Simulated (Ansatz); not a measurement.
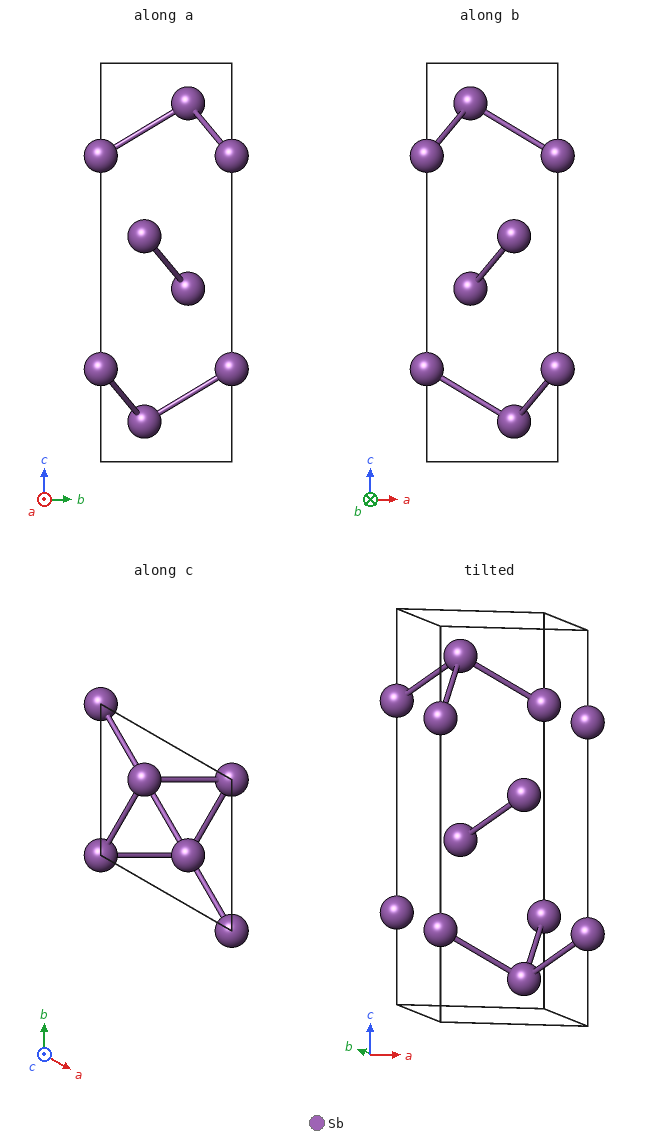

This ball-and-stick model is shown along the a axis, along the b axis, along the c axis and slightly off an axis. The frame is the conventional unit cell; atoms at its boundary are shown with their periodic copies.

Lattice parameters: a = 4.3801 Å, b = 4.3801 Å, c = 11.5519 Å, α = 90.000°, β = 90.000°, γ = 120.000°.

Record the structure as a CIF with its space group and independent sites, with free fractional coordinates to two decimals.

```cif
data_structure
_symmetry_space_group_name_H-M 'R -3 m :H'
_symmetry_Int_Tables_number 166
_cell_length_a 4.3801
_cell_length_b 4.3801
_cell_length_c 11.5519
_cell_angle_alpha 90.000
_cell_angle_beta 90.000
_cell_angle_gamma 120.000
_cell_volume 191.93
loop_
_atom_site_label
_atom_site_type_symbol
_atom_site_symmetry_multiplicity
_atom_site_Wyckoff_symbol
_atom_site_fract_x
_atom_site_fract_y
_atom_site_fract_z
_atom_site_occupancy
Sb1 Sb 6 c 0.00 0.00 0.23 1
```

The structure was taken from a structure type known for this element. Earlier steps of the study may have refined or changed the cell and positions. It went into a calculation with Ansatz.
